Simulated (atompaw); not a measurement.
**Pseudopotential generation for copper: PAW (atompaw), PBE**

Aim: build the potential from the settings below, then test how well it stands in for the atom: scattering, ghost states and the plane-wave cutoff that it needs.

The numbers are computed with atompaw 4.2.0.5 (PBE, scalar-relativistic, spin-unpolarised reference atom).

## (1) Settings

The settings as typed:

| Quantity | Value |
| --- | --- |
| element | copper (Cu, Z = 29) |
| type | PAW |
| frozen core | [Ne] |
| valence charge | 19 |
| reference configuration | 3s2 3p6 3d10 4s1 4p0 |
| partial waves | 3s (bound): rc 1.15 bohr; 4s (bound): rc 1.60 bohr; 3p (bound): rc 0.95 bohr; 4p (bound, empty): rc 1.60 bohr; 3d (bound): rc 1.25 bohr; 3d channel at 2.05 Ry: rc 1.25 bohr |
| local potential | troulliermartins scheme with l = 3 at 0 Ry, radius 1.55 bohr |
| core correction | smooth core density matched at 1.15 bohr |
| augmentation charge | sinc compensation charge, radius 1.50 bohr; PAW radius 1.60 bohr; waves and projectors: custom polynom gramschmidtortho |

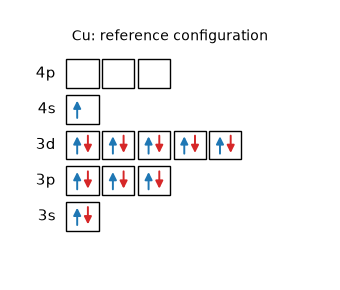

The outer shells as boxes. The arrows follow Hund's rule for the drawing; the calculation itself is spin-unpolarised.

An earlier all-electron run gives the scale for the radii.

All-electron outer shells of the reference configuration (PBE, scalar-relativistic, ld1.x):

```
shell  level (eV)  outermost node (bohr)  outermost maximum (bohr)
   2s    -1062.47                   0.07                      0.20
   2p     -916.98                      –                      0.16
   3s     -114.70                   0.29                      0.61
   3p      -72.14                   0.26                      0.62
   3d       -5.04                      –                      0.60
   4s       -4.61                   0.89                      2.27
   4p       -0.70                   0.97                      3.65
```

## (2) The generation run

Contents of Cu.input:

```
Cu 29
GGA-PBE scalarrelativistic loggrid 1500 logderivrange -10 5 376
4 4 3 0 0 0
4 0 1
4 1 0
0 0 0
c
c
v
v
c
v
v
v
2
1.60 1.50 1.55 1.15
n
n
y
2.05
n
custom polynom gramschmidtortho sinc
3 0 troulliermartins
1.15
1.60
0.95
1.60
1.25
1.25
PWSCFOUT
UPFDX 0.0125d0 UPFXMIN -7.d0 UPFZMESH 29.d0
END
```

Started as:

```console
$ atompaw < Cu.input > Cu.log
```

The output, the file Cu (summary file):

```text
 Completed calculations for Cu (AE)

 Exchange-correlation type: GGA, Perdew-Burke-Ernzerhof

 Radial integration grid is logarithmic 
 r0 =   2.8831811E-04 h =   8.3612251E-03   n =      1500 rmax =   8.0000000E+01

 Scalar relativistic calculation

 AEatom converged in  38 iterations
   nz     =  29.00
   delta  =       7.356348099159E-17

 All Electron Orbital energies:         
  n  l      occupancy      energy
  1  0      2.0000000E+00 -6.5054903E+02
  2  0      2.0000000E+00 -7.8090464E+01
  3  0      2.0000000E+00 -8.4306053E+00
  4  0      1.0000000E+00 -3.3883346E-01
  2  1      6.0000000E+00 -6.7396579E+01
  3  1      6.0000000E+00 -5.3024977E+00
  4  1      0.0000000E+00 -5.1232740E-02
  3  2      1.0000000E+01 -3.7034877E-01

 Total energy
   Total                    :    -3309.69835494030622

 ---
 Completed calculations for Cu (SC)

 Exchange-correlation type: GGA, Perdew-Burke-Ernzerhof

 Radial integration grid is logarithmic 
 r0 =   2.8831811E-04 h =   8.3612251E-03   n =      1500 rmax =   8.0000000E+01

 Scalar relativistic calculation

 SCatom converged in   1 iterations
   nz     =  29.00
   delta  =       6.677474238336E-17

 Valence Electron Orbital energies:         
  n  l      occupancy      energy
   3  0      2.0000000E+00 -8.4306053E+00
   4  0      1.0000000E+00 -3.3883346E-01
   3  1      6.0000000E+00 -5.3024977E+00
   4  1      0.0000000E+00 -5.1232740E-02
   3  2      1.0000000E+01 -3.7034877E-01

 Total energy
   Total                    :    -3309.69835494210110
   Valence                  :     -486.61144221567326

 PAW parameters: 
       lmax =            2
         rc =    1.6114900204581615     
        irc =         1033
   rc_shape =    1.5072051654340812     
    rc_vloc =    1.5584757250694041     
    rc_core =    1.1533135702163577     
   Vloc: Norm-conserving Troullier-Martins with l= 3;e=   0.0000E+00
   Projector type: polynomial pseudization + Gram-Schmidt ortho.
   Sinc^2 compensation charge shape zeroed at   1.5072E+00

 Number of basis functions     6
 No.   n  nodes  l      Energy         Cp coeff         Occ
  1    3    2    0   -0.8430605E+01  0.1000000E+01  0.2000000E+01
  2    4    3    0   -0.3388335E+00  0.1126383E+01  0.1000000E+01
  3    3    1    1   -0.5302498E+01  0.1000000E+01  0.6000000E+01
  4    4    2    1   -0.5123274E-01  0.1575688E+01  0.0000000E+00
  5    3    0    2   -0.3703488E+00  0.1000000E+01  0.1000000E+02
  6  999    1    2    0.2050000E+01 -0.1234487E-02  0.0000000E+00

 Eigenvalues of overlap operator (in the basis of projectors):
    1        5.65199749E-01
    2        5.79075010E-01
    3        3.09561091E+00
    4        1.63951066E+02
    5        1.58749451E+03
    6        1.44234507E+04

 Orbital leakage outside PAW augmentation regions
   orb  is_core?  %out_of_sphere
   1 0    T           0.00
   2 0    T           0.00
   3 0    F           0.62
   4 0    F          89.66
   2 1    T           0.00
   3 1    F           1.52
   4 1    F          98.16
   3 2    F          15.62

 Summary of PAW energies
   Total valence energy     :   -486.61144309189172
   Smooth energy            :     63.49736916339576
   One center               :   -550.10881225528749
   Smooth kinetic           :    121.14150728866585
   Vloc energy              :    -40.80241163652480
   Smooth exch-corr         :    -26.52610929514147
   One-center xc            :   -108.54112486525911
```

Wall time 4.7 s (1 thread of Intel Xeon 6975P-C, shared host).

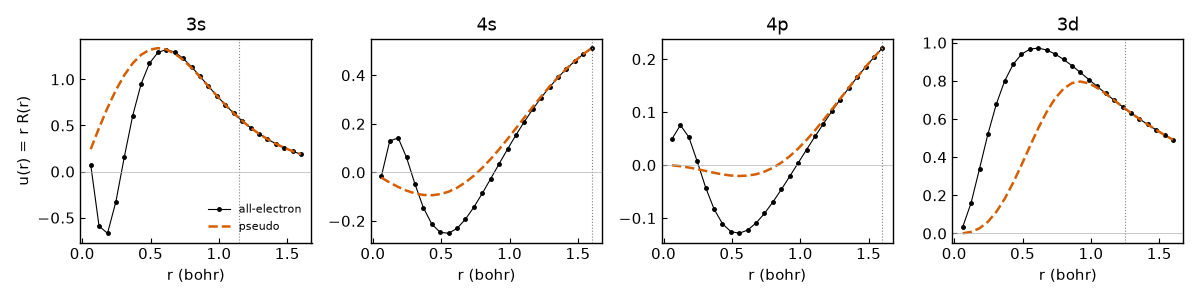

All-electron and pseudo partial waves (3s, 4s, 4p, 3d), with the matching radii dotted. The curves join 26 sampled radii, too few to resolve the innermost nodes.

## (3) Scattering by logarithmic derivatives

Taken from the files of the generation run. The phase is arctan(r·u′/u) with u = r·R, unwrapped, with energies in Ry. A pole is an energy at which the radial function vanishes at the test radius. The pseudo phase is shifted by a multiple of π to meet the all-electron one at the reference energy. Levels narrower than the energy grid can be missing from the poles. The last column is the largest difference on the grid between −1 and +1 Ry.

| channel | radius (bohr) | reference (Ry) | poles AE | poles PS | window around the reference with phases within 0.05 rad (Ry) | largest difference near zero (rad) |
| --- | --- | --- | --- | --- | --- | --- |
| s | 1.61 | -0.34 | -8.25 | -8.25 | the whole range | 0.001 |
| p | 1.61 | -0.05 | -5.01 | -5.01 | below 3.2 | 0.000 |
| d | 1.61 | -0.37 | 0.37 | 0.37 | the whole range | 0.001 |

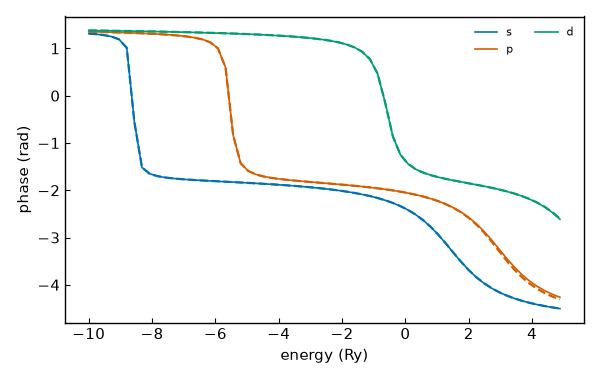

All-electron (solid) and pseudo (dashed) phases against energy.

## (4) Plane-wave convergence, by spherical Bessel functions

A separate test, outside the generator: the pseudo-atom's Hamiltonian at the reference potential is diagonalised in spherical Bessel functions j_l(qr) that vanish at 20 bohr, with q² up to the cutoff.

All-electron valence levels (Ry): 3s -8.4306, 4s -0.3388, 3p -5.3025, 4p -0.0512, 3d -0.3703. The lowest levels of each channel (Ry) by cutoff; the last column sums, over occupied levels, occupation times the distance from the level at 400 Ry. A positive value at high cutoff is not a bound level.

```
cutoff (Ry)     s #1     s #2     p #1     p #2     d #1    f #1  Σ f·Δε (mRy)
          8  -3.9406  -0.2435  -0.0487   0.0562   0.0627  0.1119       44928.8
         21  -8.2000  -0.3386  -0.0517   0.0552   0.0627  0.1119       36296.5
         45  -8.4293  -0.3388  -5.1048  -0.0511  -0.2700  0.1119        2192.4
         70  -8.4302  -0.3388  -5.2954  -0.0511  -0.3676  0.1119          70.8
        120  -8.4306  -0.3388  -5.3015  -0.0511  -0.3702  0.1119           7.7
        180  -8.4306  -0.3388  -5.3024  -0.0511  -0.3703  0.1119           0.8
        230  -8.4306  -0.3388  -5.3025  -0.0511  -0.3703  0.1119           0.2
        400  -8.4306  -0.3388  -5.3025  -0.0511  -0.3704  0.1119           0.0
```

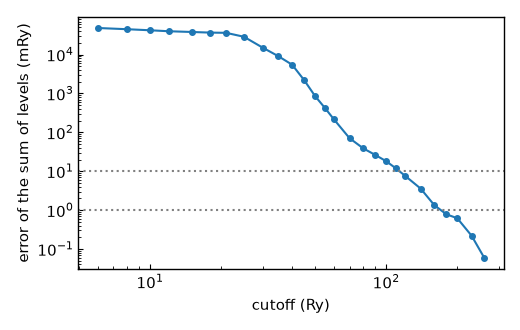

Occupation-weighted error of the valence levels against the cutoff; the dotted lines mark 10 and 1 mRy.

The sum stays within 10 mRy from 120 Ry and within 1 mRy from 180 Ry. The sum leaves out empty levels, which can need more. Ghost test: no level below the all-electron spectrum of its channel (s, p, d, f tested).

## (5) What came out

```
                                                quantity                                      value
               cutoffs for 10 and 1 mRy, occupied levels                          120 Ry and 180 Ry
                                            bound ghosts                                 none found
largest phase difference near zero energy, channels read                                  0.001 rad
         lowest eigenvalue of the overlap (Bessel basis)                                  0.505 (p)
        share of valence orbitals outside the PAW sphere  3s 1 %, 4s 90 %, 3p 2 %, 4p 98 %, 3d 16 %
                                                UPF file                                    written
```

It counts as hard, with 120 Ry needed at the looser tolerance. No bound ghost shows below the valence levels. Near zero energy the phases of the channels with partial waves agree within 0.001 rad. All of this concerns the isolated atom, not yet a solid.
